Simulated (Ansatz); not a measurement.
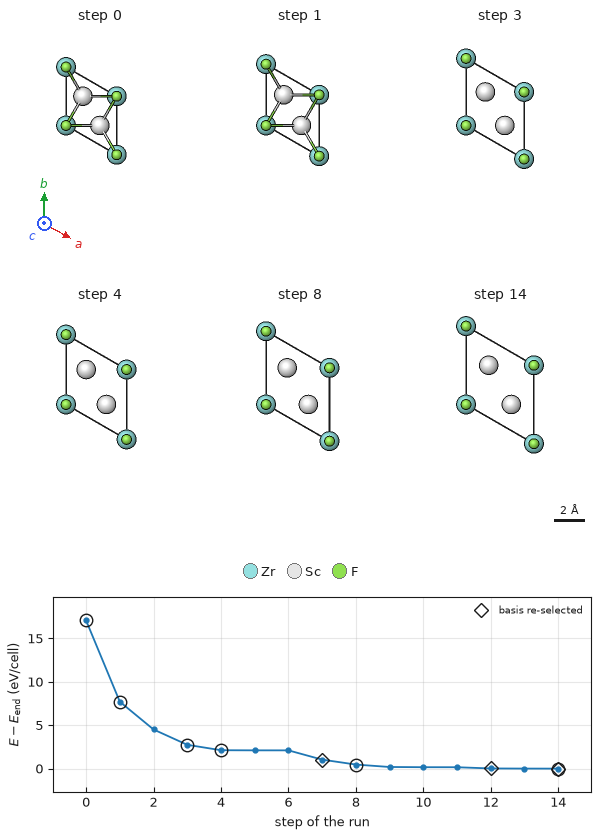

Frames of a relaxation of solid ZrSc₃F₂ (a generated structure, set up in P6/mmm) (coarse preliminary run), marked on the history of the run. A ball-and-stick model of the cell of the calculation, seen along the c axis.

Theory: DFT PBE, scalar-relativistic, plane waves, PAW (Ansatz 0.2.0).

The input:
```yaml
crystal:
  lattice:
    - [3.96899281, 0.0, 0.0]
    - [-1.9844964, 3.4372486, 0.0]
    - [0.0, 0.0, 7.6977031]
  atoms:
    - { symbol: Zr, position: [0.0, 0.0, 0.0] }
    - { symbol: Sc, position: [0.33333333, 0.66666667, 0.0] }
    - { symbol: Sc, position: [0.66666667, 0.33333333, 0.0] }
    - { symbol: Sc, position: [0.0, 0.0, 0.5] }
    - { symbol: F, position: [0.0, 0.0, 0.78760028] }
    - { symbol: F, position: [0.0, 0.0, 0.21239972] }
basis:
  ecutwfc: 420
kpoints:
  mp_grid: { grid: [6, 6, 2] }
hamiltonian:
  xc: pbe
scf:
  occupations: { method: gaussian, width: 0.1 }
  lower_state_search: "off"
output:
  forces: true
  stress: true
  eigenvalues: true
relax:
  adjacent_minimum: "off"
  f_tol: 0.04
  max_steps: 70
  cell: { stress_tol: 0.4 }
```

Command:
```bash
ansatz run input.yaml --threads 1 --pin off --max-ram 2560MiB --backend cpu --events-out ev --progress --plain --runs-dir out
```

> What happens along the run?

Over 11 accepted moves (14 points after the start) the energy falls by 17.077 eV per cell of the calculation. Largest force component: 22 eV/Å at the start, 0.0087 eV/Å at the end. The pressure goes from 70.85 to 0.26 GPa. At 3 points the geometry stayed and the basis and grid were re-selected for the new cell (energy shift of 1.068 eV per cell of the calculation at most each time). The largest moves relative to the cell, 0.43 Å, are those of F5 and F6. F6 goes along +c. Sc and Zr stay in place. Cell: a = b 3.969 → 5.320 Å (+34.0 %), c 7.698 → 8.222 Å (+6.8 %). Volume +91.9 %. Some distances before and after: Sc2–F5 2.815 → 3.763 Å, Zr1–Sc2 2.291 → 3.072 Å, Sc2–Sc3 2.291 → 3.072 Å, Zr1–F5 1.635 → 2.174 Å. The space group stays P6/mmm (No. 191). From step 0 to 1: F atoms move most (0.19 Å), volume +13.4 %, energy −9.364 eV per cell of the calculation. From step 1 to 3: F atoms move most (0.20 Å), volume +21.3 %, energy −4.967 eV per cell of the calculation. From step 3 to 4: F atoms move most (0.04 Å), volume +10.7 %, energy −0.625 eV per cell of the calculation. From step 4 to 8: F atoms move most (0.02 Å), volume +10.9 %, energy −1.653 eV per cell of the calculation. From step 8 to 14: F atoms move most (0.03 Å), volume +13.7 %, energy −0.468 eV per cell of the calculation.

Limits of the set-up: the k-point mesh is coarse for a cell with partly filled bands; layers or molecules are held without a dispersion correction, so their spacing is unreliable.
